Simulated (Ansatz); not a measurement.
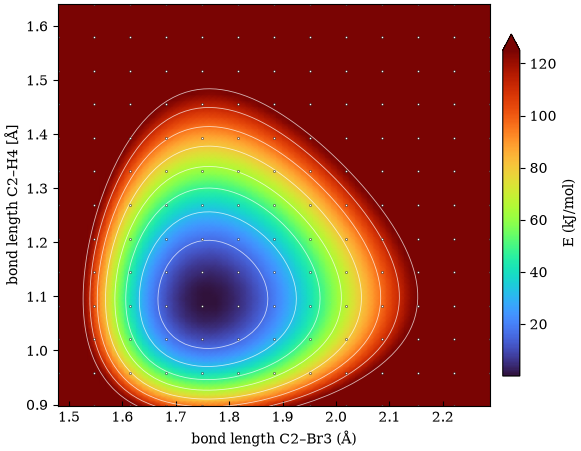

CHBrF, SMILES F[CH+]Br, charge +1. 
- Coordinates scanned: (1) bond length C2–Br3; (2) bond length C2–H4.
- Nothing is relaxed (all other coordinates rigid).
- Grid: 13 × 13 points.
- Energies: kJ/mol, counted from the relaxed molecule at the same level.
- The reference is spin-restricted, which grows unreliable where a bond is stretched far.
- Level of theory: Ansatz, RKS PBE0-D4/def2-TZVP.

In the figure: a smooth colour map with a few white contour lines, dots at the grid points, one colour for all values above the top of the scale. Between grid points the surface is interpolated.

Where is the minimum, and how stiff is the well along each coordinate?

Answer. The interpolated minimum is at bond length C2–Br3 ≈ 1.760 Å, bond length C2–H4 ≈ 1.094 Å. The curvatures there are about 32 eV/Å² and 34 eV/Å², with a cross term of about 0 eV/Å². Round the minimum the contours are nearly round: the two directions are equally stiff and uncoupled. (1 eV is 96.5 kJ/mol.)
